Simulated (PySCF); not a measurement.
# C5H10: excited states, first hyperpolarisability

Aim: compute the excited states, first hyperpolarisability of C5H10 (`C=CC(C)C`).

Computed with PySCF 2.14.0 and routines of our own; the level stands in each step. Atoms count from 0.

## 1. The system as given

15 atoms, charge 0, multiplicity 1; geometry from: GFN2-xTB.

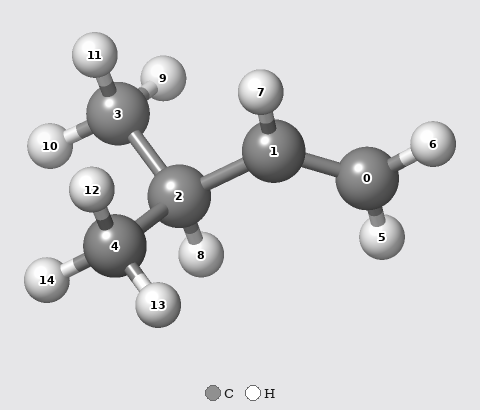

The starting geometry (carbon grey, hydrogen white).

## 2. Geometry optimisation at PBE0-D3(BJ)/def2-TZVP

The job: settings as JSON, then the geometry in Å.

```
{"job": {"xc": "PBE0", "basis": "def2-TZVP", "d3": "d3bj", "grid": 2, "kind": "geom"}, "charge": 0, "multiplicity": 1}
C      2.239339    -0.120857    -0.228889
C      1.059749    -0.235262     0.350368
C     -0.242958     0.137029    -0.291806
C     -0.929327     1.237001     0.520242
C     -1.147041    -1.093240    -0.390605
H      2.342548     0.259388    -1.232605
H      3.153046    -0.400549     0.267888
H      0.980703    -0.620735     1.359280
H     -0.046092     0.512856    -1.301238
H     -0.291101     2.115105     0.588952
H     -1.866890     1.527338     0.051191
H     -1.142170     0.886216     1.527939
H     -1.361692    -1.485720     0.601263
H     -0.664077    -1.874887    -0.972692
H     -2.088450    -0.835693    -0.871200
```

Launch:

```bash
OMP_NUM_THREADS=1 python excited_run.py task.json out
```

This one command runs all jobs of the session in turn.

Standard output:

```text
step   0  E = -196.36230104  max force = 0.007579
step   1  E = -196.36276104  max force = 0.001378
step   2  E = -196.36276157  max force = 0.000623
step   3  E = -196.36276421  max force = 0.000316
optimisation converged
```

Wall time 42 s (1 thread of Arm Neoverse V2, shared host); peak memory 0.88 GiB.

Step by step:

```
step  energy from step 0 (eV)  largest force component (eV/Å)
   0                   0.0000                          0.3897
   1                  -0.0125                          0.0709
   2                  -0.0125                          0.0320
   3                  -0.0126                          0.0162
```

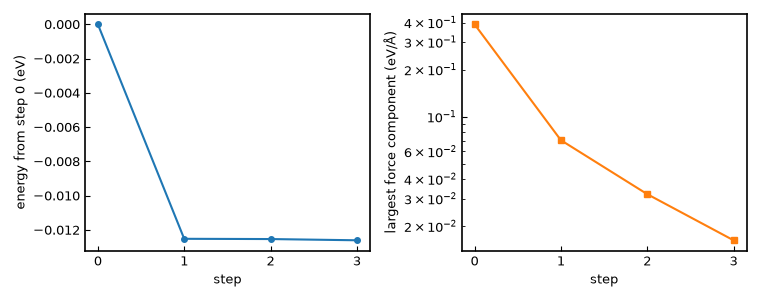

Energy and largest force along the relaxation.

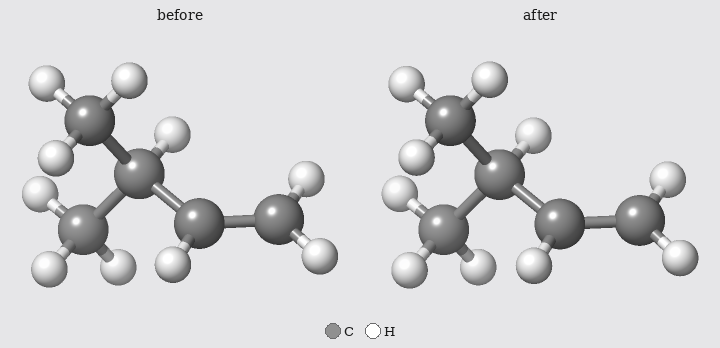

Before and after, at one scale.

Distances of close pairs at the start and the end, largest changes first:

```
  bond  before (Å)  after (Å)  change (Å)
 C0–H5       1.078      1.086      +0.008
 C1–H7       1.083      1.090      +0.008
 C0–H6       1.077      1.084      +0.007
C3–H11       1.088      1.094      +0.006
C4–H12       1.088      1.094      +0.006
 C0–C1       1.319      1.325      +0.006
C3–H10       1.088      1.093      +0.005
C4–H14       1.088      1.093      +0.005
```

The next job starts from the end point, and lists it.

```
                         at the end point                value
  point group (found at 0.08 Å tolerance)                   Cs
rotational constants (GHz, main isotopes)  7.612, 3.583, 2.771
                        dipole moment (D)                 0.37
```

## 3. Excited states: TDA CAM-B3LYP/def2-TZVPD

The job: settings as JSON, then the geometry in Å.

```
{"job": {"kind": "states", "xc": "CAM-B3LYP", "basis": "def2-TZVPD", "tda": true, "soc": true, "nstates": 6, "ntriplets": 5, "nquad": 4}, "charge": 0, "multiplicity": 1}
C      2.228548    -0.162876    -0.168256
C      1.038777    -0.274215     0.404252
C     -0.264924     0.096197    -0.228786
C     -0.950883     1.203803     0.565655
C     -1.171052    -1.126123    -0.344342
H      2.336468     0.221448    -1.178214
H      3.137669    -0.450026     0.347111
H      0.971835    -0.664677     1.420232
H     -0.055214     0.470417    -1.237692
H     -0.322752     2.094690     0.626695
H     -1.900931     1.483311     0.103109
H     -1.162902     0.871961     1.586642
H     -1.390466    -1.538915     0.645073
H     -0.701510    -1.912439    -0.938651
H     -2.122657    -0.862158    -0.812782
```

Method: TDA CAM-B3LYP/def2-TZVPD excited states, vertical, gas phase, spin-orbit mean-field couplings.

Standard output:

```text
coarse grid: 11632 points
cycle   1  E = -196.4605586529  dE =  4.419e-01  |g| = 3.285e-01  |ddm| = 3.698e+00
cycle   2  E = -196.4737473641  dE = -1.319e-02  |g| = 2.549e-01  |ddm| = 1.312e+00
cycle   3  E = -196.4898772947  dE = -1.613e-02  |g| = 2.341e-02  |ddm| = 3.880e-01
cycle   4  E = -196.4899964476  dE = -1.192e-04  |g| = 1.420e-02  |ddm| = 9.206e-02
cycle   5  E = -196.4900437850  dE = -4.734e-05  |g| = 2.986e-03  |ddm| = 2.149e-02
cycle   6  E = -196.4900458582  dE = -2.073e-06  |g| = 8.761e-04  |ddm| = 6.007e-03
final grid: 109760 points
cycle   7  E = -196.4838905426  dE = -4.459e-05  |g| = 4.472e-03  |ddm| = 2.986e-01
cycle   8  E = -196.4838918427  dE = -1.300e-06  |g| = 3.834e-03  |ddm| = 2.632e-02
cycle   9  E = -196.4838953956  dE = -3.553e-06  |g| = 2.443e-04  |ddm| = 6.243e-03
cycle  10  E = -196.4838954047  dE = -9.081e-09  |g| = 1.779e-04  |ddm| = 1.572e-03
cycle  11  E = -196.4838954122  dE = -7.532e-09  |g| = 3.364e-05  |ddm| = 3.622e-04
cycle  12  E = -196.4838954125  dE = -2.559e-10  |g| = 1.228e-05  |ddm| = 8.770e-05
converged SCF energy = -196.4838954125

Singlet excitations
state   eV       nm        f     d(h-e)  d(exc)  Lambda  PR(NTO)  |dmu|/D   mu/D   main configurations
  1   6.9619   178.1   0.06816   0.663   3.579   0.262   1.006    3.760    4.118   H->L 0.67, H->L+3 0.14, H->L+2 0.14
  2   7.3471   168.8   0.00037   0.512   3.615   0.259   1.006    1.568    1.458   H->L+2 0.47, H->L+3 0.46
  3   7.6937   161.2   0.00197   1.412   4.333   0.260   1.020    4.784    4.413   H->L+2 0.33, H->L+3 0.32, H->L 0.25
  4   7.7640   159.7   0.59677   0.271   2.697   0.703   1.151    1.527    1.868   H->L+1 0.81, H->L+4 0.11
  5   8.0115   154.8   0.00207   0.580   2.577   0.467   1.018                     H-1->L+1 0.77, H-1->L+4 0.10
  6   8.1583   152.0   0.00829   1.800   4.406   0.463   1.043                     H->L+4 0.82, H->L+1 0.12

Triplet excitations (Tamm-Dancoff)
state   eV     d(h-e)  d(exc)  Lambda  PR(NTO)   main configurations
  1   4.4711   0.020   2.064   0.697   1.006   H->L+1 0.79, H->L+4 0.12
  2   6.8461   0.677   3.499   0.263   1.010   H->L 0.64, H->L+2 0.15, H->L+3 0.15
  3   7.2688   0.400   3.541   0.264   1.048   H->L+2 0.48, H->L+3 0.41
  4   7.5390   0.480   2.534   0.459   1.057   H-1->L+1 0.72, H-1->L+4 0.10
  5   7.6289   1.397   4.261   0.261   1.031   H->L+3 0.34, H->L+2 0.28, H->L 0.26
S1 - T1 = 2.4908 eV

Spin-orbit couplings |<S|Hso|T>| (cm-1)
             T1       T2       T3       T4       T5
S0        0.037    6.864    5.954   14.470    3.959
S1        3.812    0.172    0.042    0.067    0.345
S2        0.983    0.019    0.033    0.043    0.092
S3        0.937    0.323    0.101    0.193    0.089
S4        0.065    2.963    0.041    3.586    1.184
S5        2.395    0.156    0.052    0.234    0.295
S6        0.067    0.622    2.435    0.714    1.968
T1 sublevels (cm-1): 0.000 0.000 0.000   radiative rates (1/s): 0.702 0.00147 0.129
```

Wall time 57 s (1 thread of Arm Neoverse V2, shared host); peak memory 1 GiB.

From this job:

```
  quantity    value
S1 less T1  2.49 eV
```

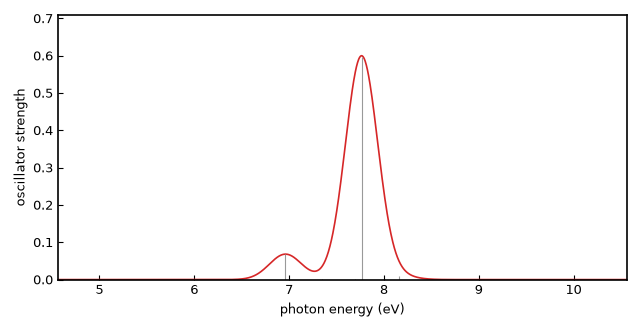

Absorption lines of the singlets. Lines are broadened to a width of 0.40 eV (Gaussian).

The fields below are evaluated on a grid from the run's orbitals.

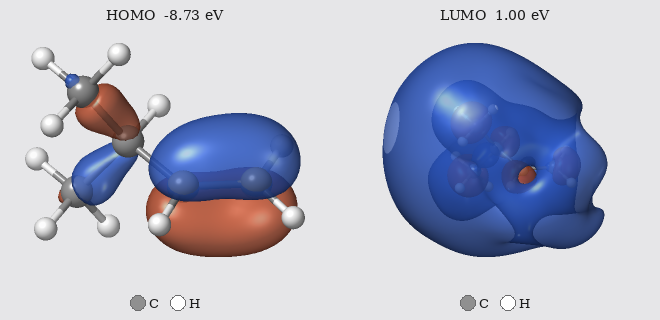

CAM-B3LYP/def2-TZVPD orbitals near the gap, drawn at the value that encloses 70 % of each; the two colours are the two signs. The LUMO is diffuse and is cut off by the edge of the grid.

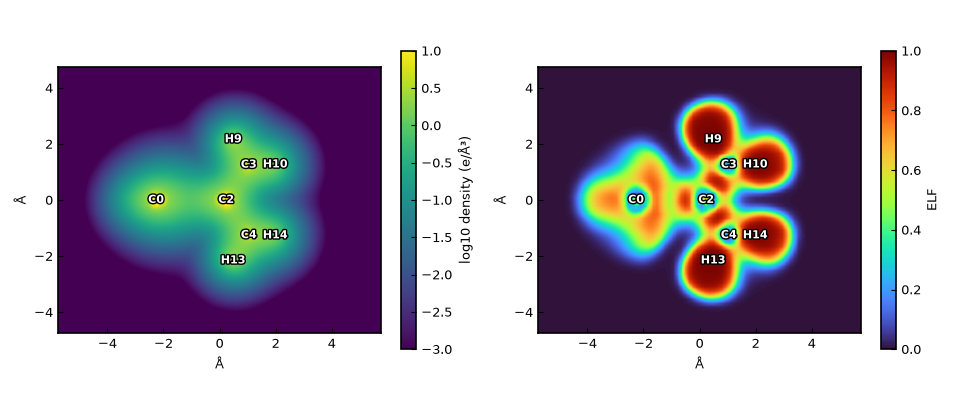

Density (left) and ELF (right) in a plane through or near 8 of the atoms.

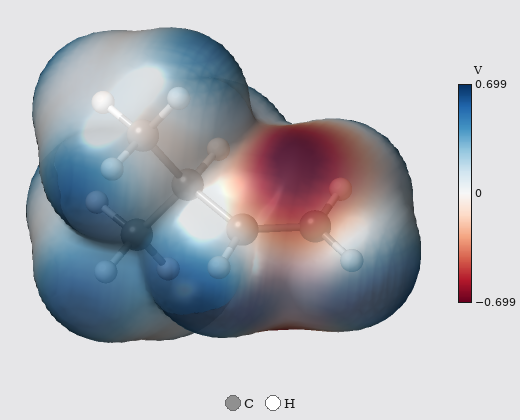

Electrostatic potential on the surface of density 0.002 e/bohr³; red is low, blue high. It runs from -0.70 V near C0 to 0.67 V near H7.

## 4. Excited states: TDDFT CAM-B3LYP/def2-TZVPD

Settings changed since step 3:

```diff
@@ -1,2 +1,2 @@
-{"job": {"kind": "states", "xc": "CAM-B3LYP", "basis": "def2-TZVPD", "tda": true, "soc": true, "nstates": 6, "ntriplets": 5, "nquad": 4}, "charge": 0, "multiplicity": 1}
+{"job": {"kind": "states", "xc": "CAM-B3LYP", "basis": "def2-TZVPD", "tpa": true, "nstates": 8, "nquad": 6, "ntriplets": 0}, "charge": 0, "multiplicity": 1}
 C      2.228548    -0.162876    -0.168256
```

Level: TDDFT CAM-B3LYP/def2-TZVPD excited states, vertical, gas phase, two-photon moments by quadratic response.

Standard output:

```text
coarse grid: 11632 points
cycle   1  E = -196.4605586529  dE =  4.419e-01  |g| = 3.285e-01  |ddm| = 3.698e+00
cycle   2  E = -196.4737473641  dE = -1.319e-02  |g| = 2.549e-01  |ddm| = 1.312e+00
cycle   3  E = -196.4898772947  dE = -1.613e-02  |g| = 2.341e-02  |ddm| = 3.880e-01
cycle   4  E = -196.4899964476  dE = -1.192e-04  |g| = 1.420e-02  |ddm| = 9.206e-02
cycle   5  E = -196.4900437850  dE = -4.734e-05  |g| = 2.986e-03  |ddm| = 2.149e-02
cycle   6  E = -196.4900458582  dE = -2.073e-06  |g| = 8.761e-04  |ddm| = 6.007e-03
final grid: 109760 points
cycle   7  E = -196.4838905426  dE = -4.459e-05  |g| = 4.472e-03  |ddm| = 2.986e-01
cycle   8  E = -196.4838918427  dE = -1.300e-06  |g| = 3.834e-03  |ddm| = 2.632e-02
cycle   9  E = -196.4838953956  dE = -3.553e-06  |g| = 2.443e-04  |ddm| = 6.243e-03
cycle  10  E = -196.4838954047  dE = -9.081e-09  |g| = 1.779e-04  |ddm| = 1.572e-03
cycle  11  E = -196.4838954122  dE = -7.532e-09  |g| = 3.364e-05  |ddm| = 3.622e-04
cycle  12  E = -196.4838954125  dE = -2.559e-10  |g| = 1.228e-05  |ddm| = 8.770e-05
converged SCF energy = -196.4838954125

Singlet excitations
state   eV       nm        f     d(h-e)  d(exc)  Lambda  PR(NTO)  |dmu|/D   mu/D   delta(TPA)   sigma/GM   main configurations
  1   6.9567   178.2   0.06314   0.658   3.585   0.262   1.007    3.732    4.090       15.07      0.267   H->L 0.67, H->L+3 0.14, H->L+2 0.14
  2   7.3442   168.8   0.00030   0.504   3.617   0.259   1.007    1.521    1.410       46.98      0.928   H->L+2 0.47, H->L+3 0.46
  3   7.3765   168.1   0.45756   0.235   2.607   0.704   1.178    1.197    1.538       16.16      0.322   H->L+1 0.85, H->L+4 0.12
  4   7.6902   161.2   0.00180   1.406   4.332   0.260   1.020    4.745    4.373      100.52      2.178   H->L+2 0.33, H->L+3 0.32, H->L 0.25
  5   7.9879   155.2   0.00175   0.584   2.577   0.467   1.022    2.096    2.462        1.45      0.034   H-1->L+1 0.77, H-1->L+4 0.10
  6   8.1434   152.3   0.00654   1.783   4.399   0.461   1.044    6.557    6.185      539.36     13.104   H->L+4 0.83, H->L+1 0.12
  7   8.4875   146.1   0.01092   0.908   4.310   0.240   1.021                                            H->L+5 0.83
  8   8.6988   142.5   0.00391   1.384   2.929   0.368   1.029                                            H-2->L+1 0.77
```

Wall time 66 s (1 thread of Arm Neoverse V2, shared host); peak memory 1 GiB.

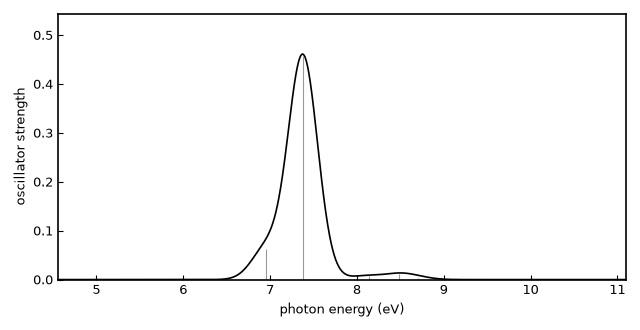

Absorption lines of the singlets. Lines are broadened to a width of 0.40 eV (Gaussian).

## 5. First hyperpolarisability: quadratic response CAM-B3LYP/def2-TZVPD

Settings changed since step 4:

```diff
@@ -1,2 +1,2 @@
-{"job": {"kind": "states", "xc": "CAM-B3LYP", "basis": "def2-TZVPD", "tpa": true, "nstates": 8, "nquad": 6, "ntriplets": 0}, "charge": 0, "multiplicity": 1}
+{"job": {"kind": "beta", "xc": "CAM-B3LYP", "basis": "def2-TZVPD"}, "charge": 0, "multiplicity": 1}
 C      2.228548    -0.162876    -0.168256
```

Method: quadratic response CAM-B3LYP/def2-TZVPD first hyperpolarisability, Taylor convention, gas phase.

Standard output:

```text
coarse grid: 11632 points
cycle   1  E = -196.4605586529  dE =  4.419e-01  |g| = 3.285e-01  |ddm| = 3.698e+00
cycle   2  E = -196.4737473641  dE = -1.319e-02  |g| = 2.549e-01  |ddm| = 1.312e+00
cycle   3  E = -196.4898772947  dE = -1.613e-02  |g| = 2.341e-02  |ddm| = 3.880e-01
cycle   4  E = -196.4899964476  dE = -1.192e-04  |g| = 1.420e-02  |ddm| = 9.206e-02
cycle   5  E = -196.4900437850  dE = -4.734e-05  |g| = 2.986e-03  |ddm| = 2.149e-02
cycle   6  E = -196.4900458582  dE = -2.073e-06  |g| = 8.761e-04  |ddm| = 6.007e-03
final grid: 109760 points
cycle   7  E = -196.4838905426  dE = -4.459e-05  |g| = 4.472e-03  |ddm| = 2.986e-01
cycle   8  E = -196.4838918427  dE = -1.300e-06  |g| = 3.834e-03  |ddm| = 2.632e-02
cycle   9  E = -196.4838953956  dE = -3.553e-06  |g| = 2.443e-04  |ddm| = 6.243e-03
cycle  10  E = -196.4838954047  dE = -9.081e-09  |g| = 1.779e-04  |ddm| = 1.572e-03
cycle  11  E = -196.4838954122  dE = -7.532e-09  |g| = 3.364e-05  |ddm| = 3.622e-04
cycle  12  E = -196.4838954125  dE = -2.559e-10  |g| = 1.228e-05  |ddm| = 8.770e-05
converged SCF energy = -196.4838954125

Lowest singlets (eV, f): 6.9567 0.0631  7.3442 0.0003  7.3765 0.4576

First hyperpolarisability (au)
process     nm      |vector|   parallel      HRS      DR
static         -       35.64      15.53      15.53   4.281
shg       1907.0       37.17      16.52      16.21   4.313
eope      1907.0       36.14      15.85          -       -
shg       1064.0       41.03      19.03      17.92   4.392
eope      1064.0       37.28      16.59          -       -
```

Wall time 50 s (1 thread of Arm Neoverse V2, shared host); peak memory 1.1 GiB.

## 6. Excited states: TDA CAM-B3LYP/def2-TZVPD in methanol

Settings changed since step 5:

```diff
@@ -1,2 +1,2 @@
-{"job": {"kind": "beta", "xc": "CAM-B3LYP", "basis": "def2-TZVPD"}, "charge": 0, "multiplicity": 1}
+{"job": {"kind": "states", "xc": "CAM-B3LYP", "basis": "def2-TZVPD", "tda": true, "soc": true, "nstates": 6, "ntriplets": 5, "nquad": 4, "solvent": "methanol"}, "charge": 0, "multiplicity": 1}
 C      2.228548    -0.162876    -0.168256
```

Level: TDA CAM-B3LYP/def2-TZVPD excited states, vertical, IEF-PCM methanol (non-equilibrium response), spin-orbit mean-field couplings.

Standard output:

```text
coarse grid: 11632 points
cycle   1  E = -196.4642303808  dE =  4.386e-01  |g| = 3.230e-01  |ddm| = 3.700e+00
cycle   2  E = -196.4780257237  dE = -1.380e-02  |g| = 2.424e-01  |ddm| = 1.566e+00
cycle   3  E = -196.4924697773  dE = -1.444e-02  |g| = 2.172e-02  |ddm| = 3.962e-01
cycle   4  E = -196.4926014755  dE = -1.317e-04  |g| = 8.711e-03  |ddm| = 1.105e-01
cycle   5  E = -196.4926190245  dE = -1.755e-05  |g| = 2.628e-03  |ddm| = 2.064e-02
cycle   6  E = -196.4926207377  dE = -1.713e-06  |g| = 6.916e-04  |ddm| = 6.236e-03
final grid: 109760 points
cycle   7  E = -196.4864432029  dE = -4.481e-05  |g| = 4.305e-03  |ddm| = 3.028e-01
cycle   8  E = -196.4864446853  dE = -1.482e-06  |g| = 3.550e-03  |ddm| = 2.650e-02
cycle   9  E = -196.4864477012  dE = -3.016e-06  |g| = 1.992e-04  |ddm| = 6.620e-03
cycle  10  E = -196.4864477098  dE = -8.605e-09  |g| = 1.239e-04  |ddm| = 1.674e-03
cycle  11  E = -196.4864477136  dE = -3.785e-09  |g| = 2.053e-05  |ddm| = 3.084e-04
cycle  12  E = -196.4864477137  dE = -1.186e-10  |g| = 8.387e-06  |ddm| = 8.318e-05
converged SCF energy = -196.4864477137

Singlet excitations
state   eV       nm        f     d(h-e)  d(exc)  Lambda  PR(NTO)  |dmu|/D   mu/D   main configurations
  1   7.0066   177.0   0.09449   0.735   3.554   0.281   1.006    4.147    4.674   H->L 0.74, H->L+2 0.18
  2   7.5165   164.9   0.00032   0.420   3.620   0.253   1.012    1.392    1.351   H->L+3 0.78, H->L+2 0.14
  3   7.5742   163.7   0.68314   0.303   2.649   0.734   1.141    1.797    2.320   H->L+1 0.85
  4   7.8413   158.1   0.00562   1.407   4.329   0.269   1.052    5.278    4.735   H->L+2 0.59, H->L 0.18, H->L+3 0.10
  5   7.8963   157.0   0.00174   0.583   2.608   0.460   1.048                     H-1->L+1 0.77
  6   8.2315   150.6   0.01087   1.712   4.378   0.403   1.052                     H->L+4 0.86

Triplet excitations (Tamm-Dancoff)
state   eV     d(h-e)  d(exc)  Lambda  PR(NTO)   main configurations
  1   4.5068   0.024   2.071   0.727   1.006   H->L+1 0.84
  2   6.9062   0.724   3.482   0.281   1.011   H->L 0.71, H->L+2 0.20
  3   7.4024   0.302   2.921   0.384   1.886   H-1->L+1 0.46, H->L+3 0.26
  4   7.4805   0.095   3.242   0.328   1.879   H->L+3 0.49, H-1->L+1 0.27, H->L+2 0.09
  5   7.7802   1.356   4.260   0.268   1.036   H->L+2 0.55, H->L 0.19, H->L+3 0.12
S1 - T1 = 2.4998 eV

Spin-orbit couplings |<S|Hso|T>| (cm-1)
             T1       T2       T3       T4       T5
S0        0.035    7.033    7.331   13.803    3.948
S1        3.523    0.155    0.012    0.114    0.926
S2        1.145    0.131    0.066    0.086    0.009
S3        0.058    2.876    2.586    2.590    1.181
S4        1.213    0.812    0.270    0.175    0.160
S5        2.303    0.238    0.262    0.204    0.411
S6        0.082    1.184    2.384    1.340    2.156
T1 sublevels (cm-1): 0.000 0.000 0.000   radiative rates (1/s): 0.919 0.00154 0.273
```

It took 43 s on 1 thread of Arm Neoverse V2, shared host; peak memory 1.1 GiB.

From this job:

```
  quantity    value
S1 less T1  2.50 eV
```

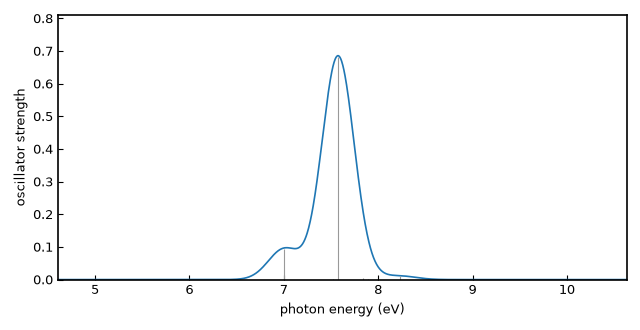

Absorption lines of the singlets. Lines are broadened to a width of 0.40 eV (Gaussian).

## 7. Results

| quantity | value |
| --- | --- |
| point group | Cs |
| rotational constants (main isotopes) | 7.61, 3.58, 2.77 GHz |
| S1 less T1 (step 3, TDA CAM-B3LYP/def2-TZVPD) | 2.49 eV |
| surface potential, least and greatest | -0.70 V and 0.67 V |
| β vector (step 5, quadratic response CAM-B3LYP/def2-TZVPD) | static 36, SHG 1907.0 nm 37, SHG 1064.0 nm 41 au |
| S1 less T1 (step 6, TDA CAM-B3LYP/def2-TZVPD in methanol) | 2.50 eV |

**Reading.** Over 3 steps the energy fell by 0.013 eV; of the close pairs, C0–H5 changed most, 1.078 to 1.086 Å. In step 3, the number of triplets below S1 is 2, and the largest singlet-triplet spin-orbit coupling is S0–T4, 14.47 cm⁻¹. β grows from 36 au (static) to 41 au for doubling at 1064.0 nm: normal dispersion, which grows as twice the photon energy moves toward the bright states. In step 6, the number of triplets below S1 is 2, and the largest singlet-triplet spin-orbit coupling is S0–T4, 13.80 cm⁻¹.
